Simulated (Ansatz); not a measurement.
**C$_{5}$H$_{15}$Al: geometry relaxation (part 1 of 2)**

System: C$_{5}$H$_{15}$Al.
Method: RKS PBE/6-31G* (Ansatz 0.2.0).

The input holds or restrains some coordinates. It belongs to a series of runs on one base structure; here: pulled along the bonds that form and break, towards end A. Figures and captions count atoms from 1; the log counts them from 0 in places.

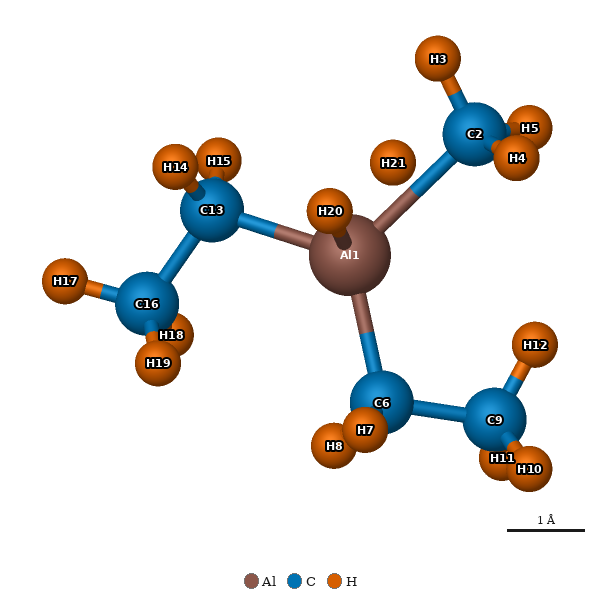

**Figure 1.** The input geometry (ball-and-stick view, seen at a tilt; atoms are numbered from 1 in the order of the input). Sticks mark near contacts.

## Results in brief

```csv
quantity,value
outcome,converged under the restraints of the input
total energy,−12013.7079 eV
mean-field energy,−12013.7079 eV
"largest force (length of the vector) at the end, held atoms and coordinates included",1.670 eV/Å
hardware,"4 threads of Arm Neoverse V2, 24 GiB of memory available, shared host"
wall time,27 s (CPU time 1.7 min)
peak memory,0.2 GiB
```

## The input
```yaml
crystal:
  periodic: [false, false, false]
  atoms:
    - { symbol: Al, position_ang: [0.0, 0.0, 0.0] }
    - { symbol: C, position_ang: [0.0, 0.0, 2.32] }
    - { symbol: H, position_ang: [-0.9996, -0.3092, 2.6905] }
    - { symbol: H, position_ang: [0.7676, -0.7111, 2.6905] }
    - { symbol: H, position_ang: [0.232, 1.0203, 2.6905] }
    - { symbol: C, position_ang: [1.706, 0.0, -0.985] }
    - { symbol: H, position_ang: [2.0356, -1.0462, -1.1552] }
    - { symbol: H, position_ang: [1.5695, 0.508, -1.9624] }
    - { symbol: C, position_ang: [2.7598, 0.7369, -0.1745] }
    - { symbol: H, position_ang: [3.6837, 0.1238, -0.1234] }
    - { symbol: H, position_ang: [2.9879, 1.7088, -0.6598] }
    - { symbol: H, position_ang: [2.3786, 0.9171, 0.8522] }
    - { symbol: C, position_ang: [-1.706, 0.0, -0.985] }
    - { symbol: H, position_ang: [-2.2662, -0.9305, -0.7558] }
    - { symbol: H, position_ang: [-2.3102, 0.8797, -0.6796] }
    - { symbol: C, position_ang: [-1.4298, 0.0696, -2.4781] }
    - { symbol: H, position_ang: [-2.3466, -0.2101, -3.0379] }
    - { symbol: H, position_ang: [-1.1306, 1.1028, -2.7518] }
    - { symbol: H, position_ang: [-0.6104, -0.6331, -2.7365] }
    - { symbol: H, position_ang: [-0.2382, -1.749, 0.5865] }
    - { symbol: H, position_ang: [-0.19, -1.3947, 1.5677] }
basis:
  gaussian: { orbitals: "6-31G*" }
hamiltonian:
  xc: pbe
relax:
  f_tol: 0.15
  max_steps: 25
  restrain:
    - { distance: [0, 19], at: 2.76, k: 30.0 }
    - { distance: [20, 1], at: 2.31, k: 30.0 }
    - { distance: [0, 1], at: 1.97, k: 30.0 }
    - { distance: [20, 19], at: 0.66, k: 30.0 }
output:
  orbitals: {}
```

Command:
```bash
ansatz run input.yaml --threads 4 --pin off --max-ram 5120MiB --backend cpu --events-out ev --progress --plain --runs-dir out
```

## The program's output
```
The last accepted step is kept in [file] (removed where the run ends without a failure and the disk answers)
Engine: ansatz 0.2.0, aarch64-unknown-linux-gnu
Functional definition: PBE
  parameter kappa = 0.804
  parameter beta = 0.06672455060314922
  exchange = pbe_x(kappa = kappa, mu = beta*pi^2/3)
  correlation = pbe_c(beta = beta)
1715 factors; their error is unknown
mean field evaluation 1: about -11990.0435 eV, gradient 9.4e1 eV
mean field evaluation 2: about -11954.9792 eV, gradient 1.4e2 eV
mean field evaluation 4: about -12011.6812 eV, gradient 5.6e0 eV
mean field evaluation 8: about -12011.7841 eV, gradient 1.3e-1 eV
mean field evaluation 16: about -12011.6812 eV, gradient 6.9e-4 eV
mean field -12011.68124833 eV, -441.4211440660 hartree, gradient 1.2e-5 eV, S^2 0.000000; 0 other end points of the search recorded, 0 dependent functions left out
the calculation of the forces begins
reference -12011.68128652 eV, -441.4211454696 hartree; 29, 29 occupied and 95, 95 virtual orbitals, 1715 factors
relax step   1: F+E_penalty+E_count = -12011.68124833 eV  Δ(F+E_penalty+E_count) = +0.000e0 eV  max|allowed force component| = 3.647e0 eV/Å  E_restraint = 23.84890020 eV  max|allowed force component, restraints' pulls added| = 2.470e1 eV/Å  Δτ_max = 0.0000 Å  (30 SCF iters, accepted)
  distance Al 0 - H 19 = 1.8600 Å
  distance H 20 - C 1 = 1.5960 Å
  distance Al 0 - C 1 = 2.3200 Å
  distance H 20 - H 19 = 1.0443 Å
these checks for a lower state are left out or cut short: starts, cluster_reference, orbital_swaps, neighbouring_geometries, increment
1715 factors; their error is unknown
mean field -12012.49226397 eV, -441.4509483410 hartree, gradient 2.4e-5 eV, S^2 0.000000; 0 other end points of the search recorded, 0 dependent functions left out
[... from here on the field's lines of each further geometry are left out, up to the last ...]
relax step   2: F+E_penalty+E_count = -12012.49226397 eV  Δ(F+E_penalty+E_count) = -8.110e-1 eV  max|allowed force component| = 1.961e0 eV/Å  E_restraint = 9.99833222 eV  max|allowed force component, restraints' pulls added| = 1.566e1 eV/Å  Δτ_max = 0.1944 Å  (34 SCF iters, accepted)
relax step   3: F+E_penalty+E_count = -12012.57019805 eV  Δ(F+E_penalty+E_count) = -7.793e-2 eV  max|allowed force component| = 3.167e0 eV/Å  E_restraint = 2.58814348 eV  max|allowed force component, restraints' pulls added| = 9.851e0 eV/Å  Δτ_max = 0.1946 Å  (29 SCF iters, accepted)
relax step   4: F+E_penalty+E_count = -12012.92245449 eV  Δ(F+E_penalty+E_count) = -3.523e-1 eV  max|allowed force component| = 2.145e0 eV/Å  E_restraint = 0.29990071 eV  max|allowed force component, restraints' pulls added| = 4.094e0 eV/Å  Δτ_max = 0.1929 Å  (29 SCF iters, accepted)
relax step   5: F+E_penalty+E_count = -12013.44528698 eV  Δ(F+E_penalty+E_count) = -5.228e-1 eV  max|allowed force component| = 1.111e0 eV/Å  E_restraint = 0.05286653 eV  max|allowed force component, restraints' pulls added| = 1.278e0 eV/Å  Δτ_max = 0.1920 Å  (28 SCF iters, accepted)
relax step   6: F+E_penalty+E_count = -12013.59152430 eV  Δ(F+E_penalty+E_count) = -1.462e-1 eV  max|allowed force component| = 1.206e0 eV/Å  E_restraint = 0.04920966 eV  max|allowed force component, restraints' pulls added| = 6.061e-1 eV/Å  Δτ_max = 0.1999 Å  (28 SCF iters, accepted)
relax step   7: F+E_penalty+E_count = -12013.65406095 eV  Δ(F+E_penalty+E_count) = -6.254e-2 eV  max|allowed force component| = 1.276e0 eV/Å  E_restraint = 0.04711376 eV  max|allowed force component, restraints' pulls added| = 2.092e-1 eV/Å  Δτ_max = 0.2000 Å  (28 SCF iters, accepted)
relax step   8: F+E_penalty+E_count = -12013.68895349 eV  Δ(F+E_penalty+E_count) = -3.489e-2 eV  max|allowed force component| = 1.314e0 eV/Å  E_restraint = 0.04685990 eV  max|allowed force component, restraints' pulls added| = 8.453e-2 eV/Å  Δτ_max = 0.2000 Å  (25 SCF iters, accepted)
relax step   9: F+E_penalty+E_count = -12013.69752949 eV  Δ(F+E_penalty+E_count) = -8.576e-3 eV  max|allowed force component| = 1.300e0 eV/Å  E_restraint = 0.05069656 eV  max|allowed force component, restraints' pulls added| = 4.223e-1 eV/Å  Δτ_max = 0.1817 Å  (27 SCF iters, accepted)
relax step  10: F+E_penalty+E_count = -12013.70465660 eV  Δ(F+E_penalty+E_count) = -7.127e-3 eV  max|allowed force component| = 1.266e0 eV/Å  E_restraint = 0.05060955 eV  max|allowed force component, restraints' pulls added| = 1.166e-1 eV/Å  Δτ_max = 0.2000 Å  (28 SCF iters, accepted)
relax step  11: F+E_penalty+E_count = -12013.73497199 eV  Δ(F+E_penalty+E_count) = -3.032e-2 eV  max|allowed force component| = 5.667e-1 eV/Å  E_restraint = 0.18787971 eV  max|allowed force component, restraints' pulls added| = 2.938e0 eV/Å  Δτ_max = 0.1915 Å  (28 SCF iters, rejected (line search))
relax step  12: F+E_penalty+E_count = -12013.72024866 eV  Δ(F+E_penalty+E_count) = -1.559e-2 eV  max|allowed force component| = 1.011e0 eV/Å  E_restraint = 0.06506211 eV  max|allowed force component, restraints' pulls added| = 5.681e-1 eV/Å  Δτ_max = 0.0936 Å  (28 SCF iters, accepted)
the calculation of the forces begins
reference -12013.70790361 eV, -441.4956222740 hartree; 29, 29 occupied and 95, 95 virtual orbitals, 1715 factors
relax step  13: F+E_penalty+E_count = -12013.70786553 eV  Δ(F+E_penalty+E_count) = +1.238e-2 eV  max|allowed force component| = 1.354e0 eV/Å  E_restraint = 0.04744428 eV  max|allowed force component, restraints' pulls added| = 8.504e-3 eV/Å  Δτ_max = 0.0394 Å  (29 SCF iters, accepted)
  distance Al 0 - H 19 = 2.7610 Å
  distance H 20 - C 1 = 2.3206 Å
  distance Al 0 - C 1 = 1.9749 Å
  distance H 20 - H 19 = 0.7150 Å
1715 factors; their error is unknown
mean field evaluation 128: about -12013.7079 eV, gradient 1.2e-5 eV
```

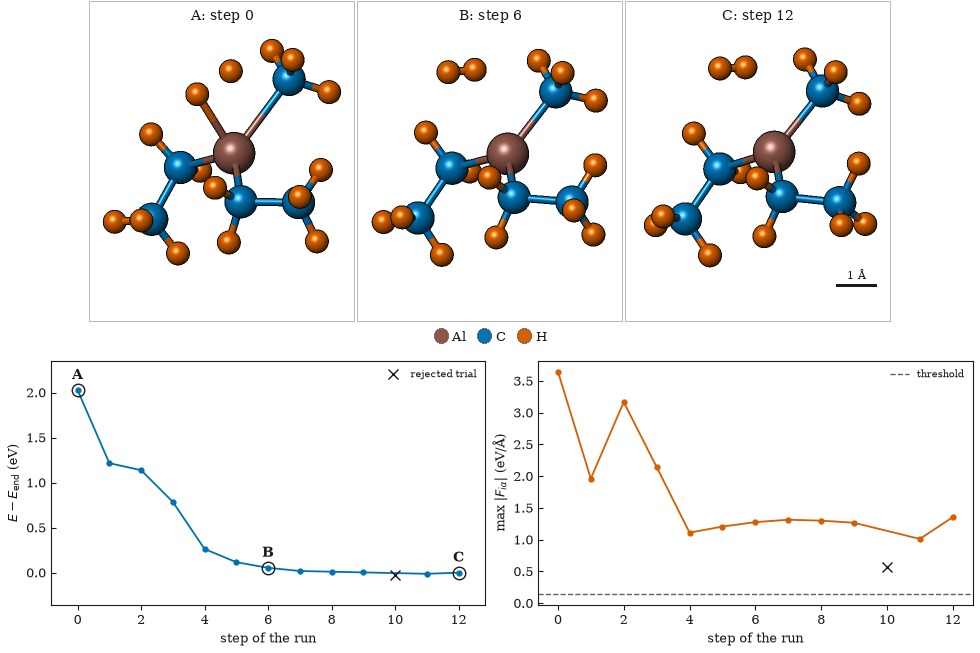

**Figure 2.** Frames of the restrained relaxation (ball-and-stick view, seen at a tilt) above the curves, on which the letters mark them (the first geometry is step 0 here and step 1 in the log).

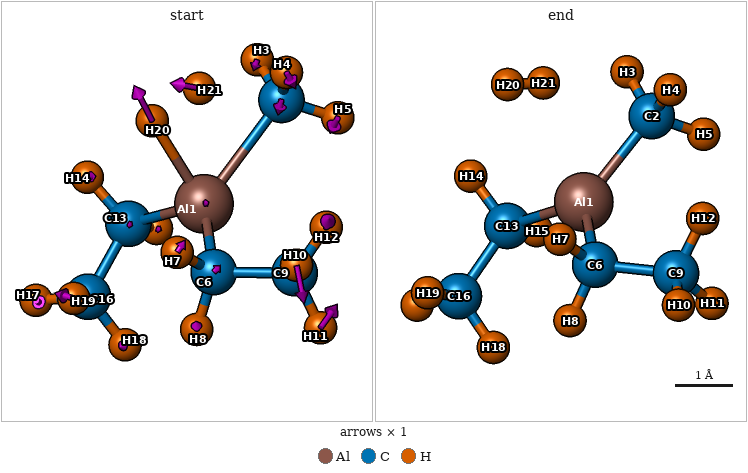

**Figure 3.** Before (left) and after (right) the restrained relaxation, at one scale (ball-and-stick view, seen at a tilt). The pink arrows give the displacements, at true length. H20 moves most after the best rigid fit: 0.87 Å. By element the largest moves are H 0.87 Å, C 0.34 Å, Al 0.12 Å. Among the contacts that change: Al1–H20 1.860 → 2.761 Å, Al1–C2 2.320 → 1.975 Å, H20–H21 1.044 → 0.715 Å, Al1–C13 1.970 → 1.993 Å. New bonds form: H20–H21 (1.04 → 0.71 Å). Among the angles that change: Al1–C13–C16 109.5° → 116.9°, Al1–C6–C9 109.5° → 115.5°, H14–C13–H15 109.4° → 103.9°. The energy falls by 2.027 eV in 12 geometry steps. Largest force component: 3.6 eV/Å at the start, 1.4 eV/Å at the end. The line search rejected the trial step at point 10 (counted from 0) and went back. (Atoms are counted from 1 in the order of the input.)

```
mean field -12013.70786553 eV, -441.4956208746 hartree, gradient 3.9e-5 eV, S^2 0.000000; 1 other end points of the search recorded, 0 dependent functions left out
the calculation of the forces begins
reference -12013.70790361 eV, -441.4956222740 hartree; 29, 29 occupied and 95, 95 virtual orbitals, 1715 factors
Total energy: -12013.70790361 eV, -441.4956222740 hartree
Atom 0 at    -0.006800     0.078469     0.091782 Å, force     0.015758     0.012352    -0.152055 eV/Å
Atom 1 at    -0.099203     0.198329     2.060857 Å, force    -0.005350     0.318641     0.257559 eV/Å
Atom 2 at    -1.041699    -0.202042     2.476404 Å, force     0.003544    -0.001823    -0.003525 eV/Å
Atom 3 at     0.738030    -0.316661     2.566269 Å, force    -0.000085     0.001525    -0.002586 eV/Å
Atom 4 at    -0.045066     1.255078     2.392379 Å, force    -0.004529    -0.005025    -0.003078 eV/Å
Atom 5 at     1.773033    -0.012421    -0.801439 Å, force     0.000678     0.007630    -0.005786 eV/Å
Atom 6 at     2.055531    -1.084557    -0.870268 Å, force     0.002229     0.001478    -0.001518 eV/Å
Atom 7 at     1.680038     0.317731    -1.854547 Å, force    -0.004078     0.000109     0.005078 eV/Å
Atom 8 at     2.907730     0.765147    -0.102755 Å, force     0.001674    -0.002217    -0.003121 eV/Å
Atom 9 at     3.886638     0.619211    -0.597906 Å, force     0.000061     0.000584    -0.000781 eV/Å
Atom 10 at     2.712943     1.853063    -0.095922 Å, force     0.002498     0.000467     0.004386 eV/Å
Atom 11 at     3.029117     0.456784     0.951245 Å, force    -0.000230    -0.003675    -0.000019 eV/Å
Atom 12 at    -1.696670     0.107423    -0.963471 Å, force     0.000188    -0.002374    -0.001576 eV/Å
Atom 13 at    -2.319228    -0.749759    -0.632604 Å, force    -0.000460    -0.000910    -0.001278 eV/Å
Atom 14 at    -2.278949     0.998048    -0.647596 Å, force     0.000735     0.000819    -0.001011 eV/Å
Atom 15 at    -1.559469     0.092131    -2.498382 Å, force    -0.001566     0.001559     0.005373 eV/Å
Atom 16 at    -2.540399     0.092294    -3.010722 Å, force    -0.000115     0.000731    -0.000520 eV/Å
Atom 17 at    -1.003794     0.973037    -2.866984 Å, force     0.003098    -0.001044    -0.001477 eV/Å
Atom 18 at    -1.010138    -0.798800    -2.852242 Å, force    -0.004199    -0.002272     0.000127 eV/Å
Atom 19 at    -0.144550    -2.566659     0.871183 Å, force    -0.004346    -1.353759    -0.978190 eV/Å
Atom 20 at    -0.143997    -1.992746     1.297619 Å, force    -0.005505     1.027207     0.883999 eV/Å
Dipole moment:    -0.019129    -0.047496     0.037618 e Å
```

## Trajectory as extended XYZ (Å, eV, eV/Å), 13 frames, from step=1 to step=13
```
21
Properties=species:S:1:pos:R:3:forces:R:3 step=1 energy=-12011.68125
Al    0.0000    0.0000    0.0000   -0.3711  -0.6918   1.9463
C     0.0000    0.0000    2.3200    0.0535   0.7013  -1.1524
H    -0.9996   -0.3092    2.6905    0.1001   0.2997   0.2223
H     0.7676   -0.7111    2.6905    0.1131   0.4044   0.4285
H     0.2320    1.0203    2.6905   -0.0293  -0.2589   0.1756
C     1.7060    0.0000   -0.9850   -0.2971  -0.2221  -0.2150
H     2.0356   -1.0462   -1.1552   -0.2311   0.1719  -0.2699
H     1.5695    0.5080   -1.9624   -0.0621  -0.4417   0.0080
C     2.7598    0.7369   -0.1745    0.4837   0.1909   0.2362
H     3.6837    0.1238   -0.1234    0.0161   0.4336   0.2008
H     2.9879    1.7088   -0.6598    0.1550  -0.1130   0.3834
H     2.3786    0.9171    0.8522    0.6116   0.1959   0.0035
C    -1.7060    0.0000   -0.9850   -0.3786   0.3200   0.6241
H    -2.2662   -0.9305   -0.7558   -0.0345   0.2893   0.1672
H    -2.3102    0.8797   -0.6796   -0.2351  -0.3139   0.0234
C    -1.4298    0.0696   -2.4781   -0.0008  -0.0304  -0.1888
H    -2.3466   -0.2101   -3.0379    0.2738   0.1226  -0.2202
H    -1.1306    1.1028   -2.7518    0.0275  -0.2943  -0.2442
H    -0.6104   -0.6331   -2.7365   -0.1897   0.1874  -0.3620
H    -0.2382   -1.7490    0.5865   -0.0232  -0.5603   1.8803
H    -0.1900   -1.3947    1.5677    0.0182  -0.3906  -3.6470
21
Properties=species:S:1:pos:R:3:forces:R:3 step=2 energy=-12012.49226
Al    0.0136    0.1499    0.0450   -0.5632  -1.1699   1.5750
C     0.0109    0.0822    2.2914   -0.1812  -1.4553  -1.1000
H    -0.9886   -0.2976    2.6869    0.6667   0.6970  -0.4227
H     0.7602   -0.6928    2.6873   -0.4075   1.0993  -0.3967
H     0.2359    1.0384    2.7002    0.2234   1.1404   0.8938
C     1.7036    0.0017   -0.9841   -0.4096   0.0090  -0.1073
H     2.0318   -1.0448   -1.1570   -0.3621   0.1454  -0.1629
H     1.5690    0.5038   -1.9629    0.0044  -0.3895  -0.0586
C     2.7632    0.7380   -0.1734    0.4131   0.1525   0.1135
H     3.6850    0.1275   -0.1213    0.0896   0.3748   0.2053
H     2.9899    1.7085   -0.6563    0.1821  -0.0401   0.3355
H     2.3849    0.9193    0.8528    0.5951   0.1752   0.0815
C    -1.7038    0.0052   -0.9777    0.1240   0.3272   0.4995
H    -2.2652   -0.9272   -0.7530    0.0795   0.2878   0.2814
H    -2.3145    0.8777   -0.6796   -0.4019  -0.2068   0.0172
C    -1.4298    0.0695   -2.4775   -0.0251  -0.0157  -0.0517
H    -2.3442   -0.2090   -3.0401    0.2259   0.1134  -0.2056
H    -1.1302    1.1002   -2.7545    0.0293  -0.2399  -0.2573
H    -0.6120   -0.6315   -2.7402   -0.1588   0.1641  -0.2994
H    -0.2592   -1.9070    0.6979   -0.0275  -0.1064   1.0210
H    -0.2074   -1.5290    1.4291   -0.0963  -1.0623  -1.9615
21
Properties=species:S:1:pos:R:3:forces:R:3 step=3 energy=-12012.57020
Al    0.0237    0.2914    0.1078   -0.6432  -1.9783   0.5107
C     0.0223    0.1653    2.2473   -0.4938  -3.1672  -0.5608
H    -0.9690   -0.2790    2.6684    0.9430   1.1064  -0.8099
H     0.7467   -0.6634    2.6671   -0.5431   1.5887  -0.8804
H     0.2419    1.0718    2.7228    0.3432   1.7308   1.2244
C     1.6943    0.0058   -0.9810   -0.4041   0.3270   0.1433
H     2.0221   -1.0418   -1.1576   -0.5224   0.1478  -0.0114
H     1.5693    0.4976   -1.9647    0.0179  -0.3071  -0.0773
C     2.7676    0.7395   -0.1729    0.2879   0.0948   0.0049
H     3.6880    0.1331   -0.1179    0.1704   0.2928   0.1875
H     2.9939    1.7091   -0.6513    0.2066   0.0474   0.2734
H     2.3961    0.9224    0.8550    0.5920   0.1578   0.1315
C    -1.6952    0.0123   -0.9682    0.2849   0.5365   0.4714
H    -2.2608   -0.9212   -0.7461    0.2423   0.3025   0.3816
H    -2.3232    0.8747   -0.6798   -0.5117  -0.1487  -0.0463
C    -1.4300    0.0695   -2.4761    0.0422   0.0278   0.1228
H    -2.3410   -0.2073   -3.0432    0.1584   0.0871  -0.1448
H    -1.1296    1.0966   -2.7596    0.0360  -0.1768  -0.2567
H    -0.6143   -0.6292   -2.7448   -0.1099   0.1238  -0.2354
H    -0.2789   -2.0575    0.7551   -0.2403  -1.6330  -2.2464
H    -0.2309   -1.7064    1.3528    0.1436   0.8397   1.8179
```
